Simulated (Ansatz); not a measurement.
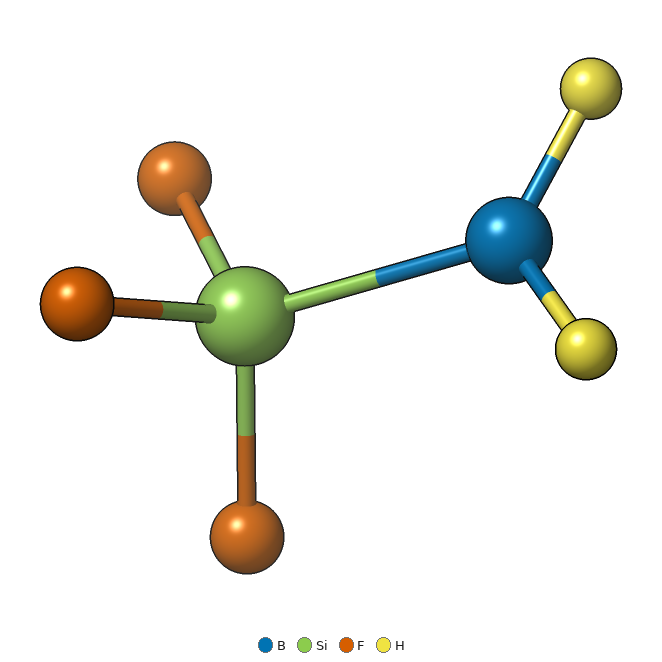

Ball-and-stick drawing of a structure.

Question: Give the formula.

Answer: BF3H2Si, 7 atoms: 1 boron, 3 fluorine, 2 hydrogen and 1 silicon.

Question: Describe its rings.

Answer: It has no ring.

Question: Name functional groups in it.

Answer: Among them: B–H bond.

Question: Count the bonded pairs by element.

Answer: 3 F–Si, 2 B–H, 1 B–Si.

The parts below concern this one geometry. Atoms keep their numbers from picture to picture. Computed geometry: PBE0-D4/def2-TZVP optimisation.

## Shape

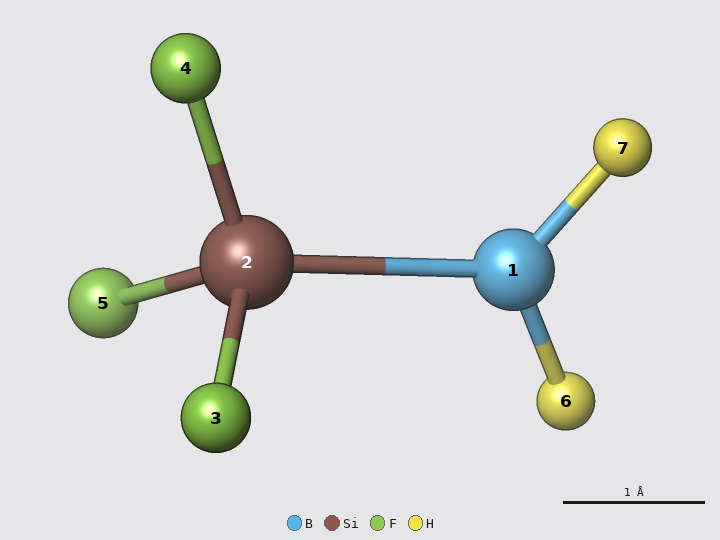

Numbered structure.

What are the angles Si2–B1–H6, Si2–B1–H7, H6–B1–H7, B1–Si2–F3, B1–Si2–F4, B1–Si2–F5, F3–Si2–F4, F3–Si2–F5, F4–Si2–F5?

```json
{"angle": "Si2–B1–H6", "degrees": "119.2"}
{"angle": "Si2–B1–H7", "degrees": "122.0"}
{"angle": "H6–B1–H7", "degrees": "118.8"}
{"angle": "B1–Si2–F3", "degrees": "109.8"}
{"angle": "B1–Si2–F4", "degrees": "114.3"}
{"angle": "B1–Si2–F5", "degrees": "111.6"}
{"angle": "F3–Si2–F4", "degrees": "106.8"}
{"angle": "F3–Si2–F5", "degrees": "107.7"}
{"angle": "F4–Si2–F5", "degrees": "106.3"}
```

## Electronic properties

Level of theory: RKS revPBE-D4/def2-TZVPP (Ansatz 0.2.0).

Question: What is the HOMO energy (Kohn–Sham orbital)?

Answer: −8.10 eV.

Question: What is the dispersion correction?

Answer: −37.5 kJ/mol.

Question: What is the HOMO–LUMO gap?

Answer: 3.95 eV.

## Vibrations

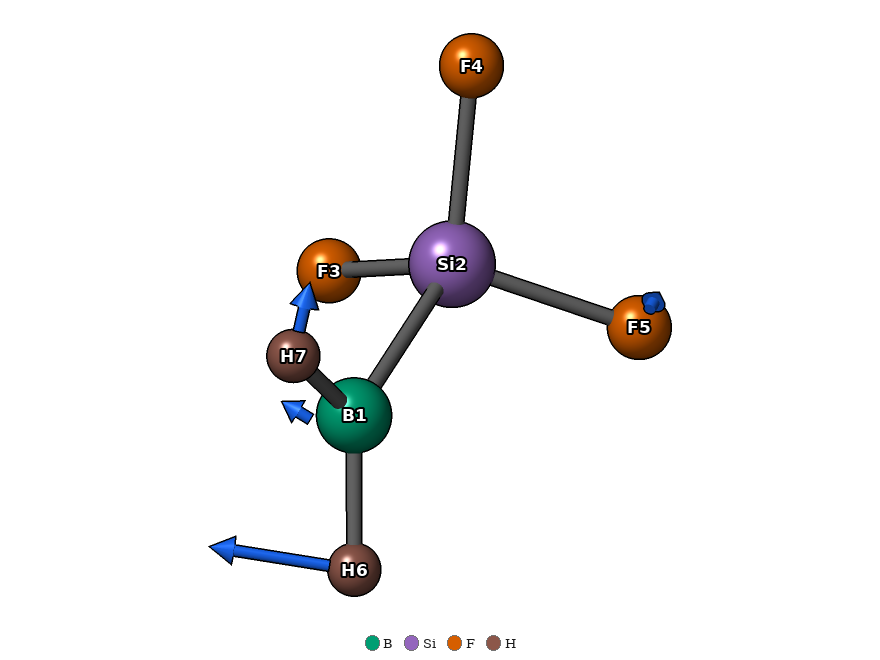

The arrows show one normal mode. Harmonic vibrations computed with RKS PBE0-D4/def2-TZVP (Ansatz 0.2.0) at a stationary point of the same level.

Question: Estimate its harmonic wavenumber.

Answer: 192 cm⁻¹; it is mode 3 of 15 counted from the lowest.

## Charges

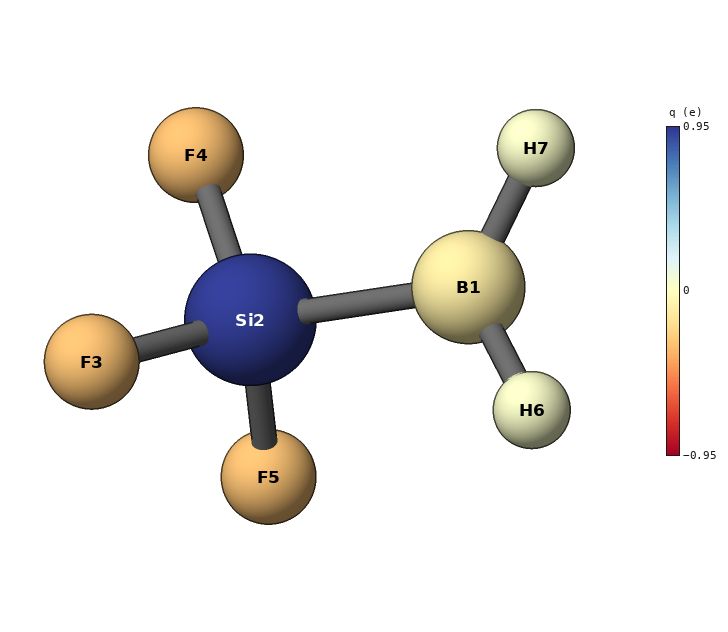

Atoms are coloured by their Mulliken charges. Level of theory: RKS r2SCAN-D4/def2-TZVPP (Ansatz 0.2.0).

Question: Which atom carries the highest charge (most positive or least negative)?

Answer: Si2 (0.92 e).

Question: And the lowest?

Answer: F4, F5 (−0.30 e).

Give the Mulliken charges atom by atom.

```json
{"atom": "B1", "value (e)": "−0.10"}
{"atom": "Si2", "value (e)": "0.92"}
{"atom": "F3", "value (e)": "−0.29"}
{"atom": "F4", "value (e)": "−0.30"}
{"atom": "F5", "value (e)": "−0.30"}
{"atom": "H6", "value (e)": "0.03"}
{"atom": "H7", "value (e)": "0.04"}
```

## Dipole moment

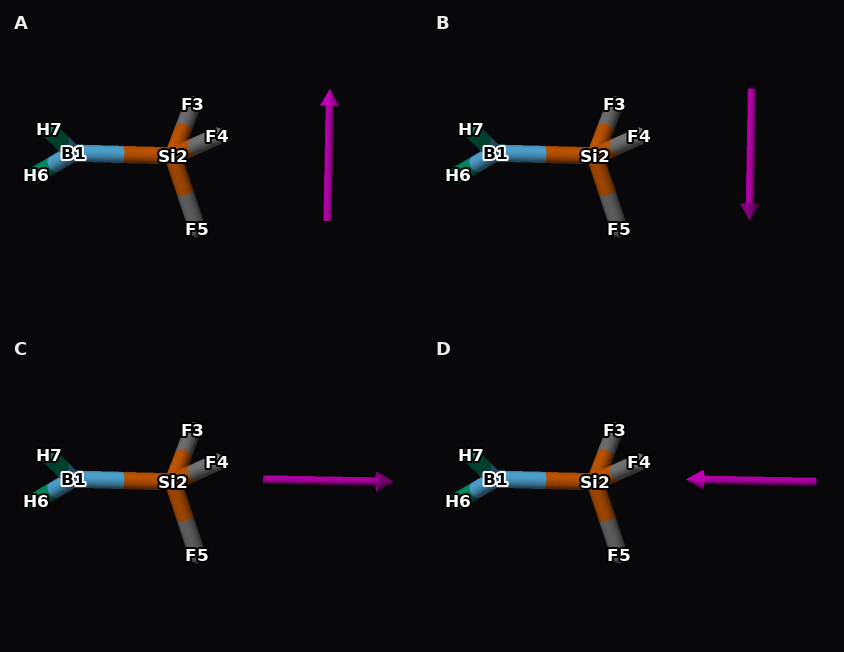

The same molecule four times, each with an arrow. Properties computed with RKS PBE0-D4/def2-TZVP (Ansatz 0.2.0).

Question: Which arrow points along the dipole moment, from the negative to the positive end?

Answer: D. The dipole moment is 2.07 D; it points from the side of F3, F4, F5 to the side of H6, H7 (the outermost atoms at the two ends).

Mulliken values depend strongly on the basis set and can even reverse the polarity of a bond.
